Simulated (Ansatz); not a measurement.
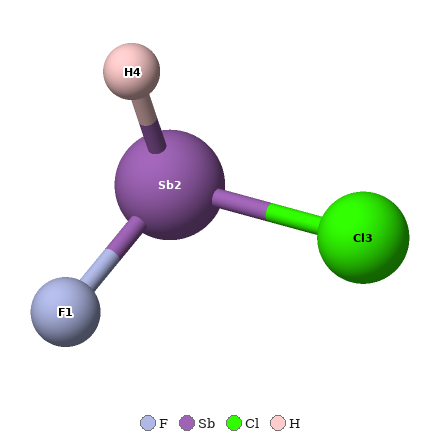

The system is ClFHSb, SMILES [F][SbH][Cl]; the picture shows the reference structure. 
- The first coordinate is: bond length F1–Sb2; the second: bond length Sb2–H4.
- Nothing is relaxed (all other coordinates rigid).
- The scan uses a 13 × 13 grid.
- Energies: eV, counted from the lowest grid point.
- The reference is spin-restricted, which grows unreliable where a bond is stretched far.
- Method: RKS B3LYP-D4/def2-TZVP in Ansatz 0.2.0.

Its coordinates:

```xyz
4

F    -1.5749    0.2691    0.5141
Sb   -0.2065   -0.2154   -0.7501
Cl    1.1963   -1.3875    0.7465
H     0.6405    1.2733   -0.5307
```

Range: bond length F1–Sb2 from 1.694 to 2.406 Å; bond length Sb2–H4 from 1.416 to 2.590 Å.

> Predict the map.

The lowest grid point is at bond length F1–Sb2 = 1.931 Å, bond length Sb2–H4 = 1.710 Å. It is the only kind of minimum in the scanned range. The highest grid point, bond length F1–Sb2 = 2.406 Å, bond length Sb2–H4 = 2.590 Å, lies 3.05 eV above the lowest. Round the minimum the two coordinates are nearly uncoupled.

```tsv
bond length Sb2–H4 ↓, bond length F1–Sb2 →	1.694	1.753	1.813	1.872	1.931	1.991	2.050	2.109	2.169	2.228	2.287	2.347	2.406
2.590	2.59	2.16	1.90	1.78	1.76	1.82	1.93	2.07	2.25	2.43	2.63	2.84	3.05
2.492	2.36	1.93	1.67	1.55	1.53	1.58	1.69	1.83	2.01	2.19	2.39	2.60	2.81
2.394	2.13	1.69	1.43	1.30	1.28	1.34	1.44	1.59	1.76	1.95	2.14	2.35	2.55
2.297	1.89	1.45	1.18	1.06	1.04	1.09	1.20	1.34	1.51	1.70	1.89	2.10	2.30
2.199	1.65	1.21	0.94	0.82	0.79	0.84	0.95	1.09	1.26	1.44	1.64	1.84	2.05
2.101	1.43	0.98	0.71	0.59	0.56	0.61	0.71	0.85	1.02	1.20	1.40	1.60	1.81
2.003	1.22	0.77	0.50	0.37	0.35	0.39	0.49	0.63	0.80	0.98	1.18	1.38	1.58
1.905	1.05	0.60	0.32	0.19	0.16	0.21	0.31	0.44	0.61	0.79	0.99	1.19	1.39
1.807	0.93	0.48	0.20	0.07	0.04	0.08	0.18	0.31	0.48	0.66	0.85	1.05	1.25
1.710	0.91	0.45	0.17	0.03	0.00	0.04	0.14	0.27	0.44	0.62	0.81	1.01	1.21
1.612	1.02	0.56	0.27	0.14	0.10	0.14	0.24	0.37	0.53	0.71	0.91	1.11	1.31
1.514	1.34	0.87	0.59	0.45	0.41	0.45	0.54	0.68	0.84	1.02	1.21	1.41	1.61
1.416	1.96	1.49	1.21	1.06	1.03	1.06	1.16	1.29	1.45	1.63	1.82	2.02	2.22
```

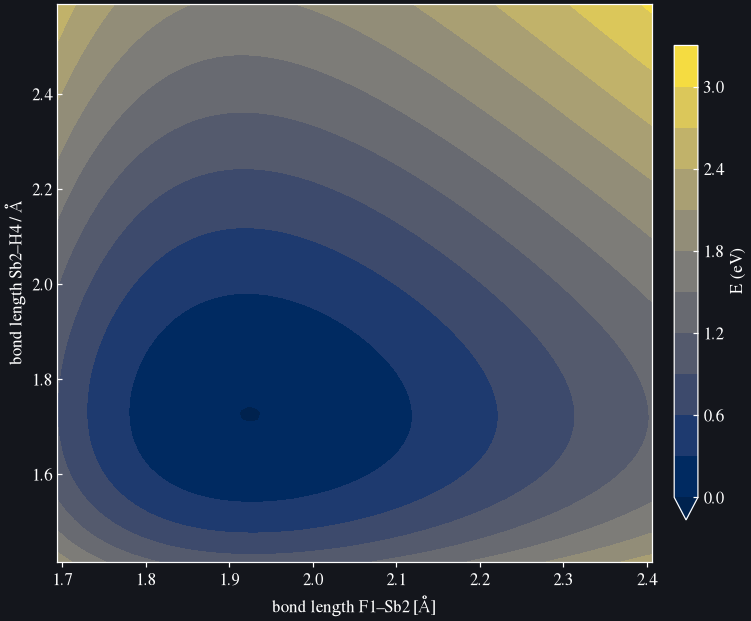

The picture shows filled contours. Between grid points the surface is interpolated.

Each point was launched as `ansatz run input.yaml --threads 1 --pin off --max-ram 2560MiB --backend cpu --events-out ev --progress --plain --runs-dir out`. The whole map (169 points run) took 9 min on 1 thread of Arm Neoverse V2, on a shared host.
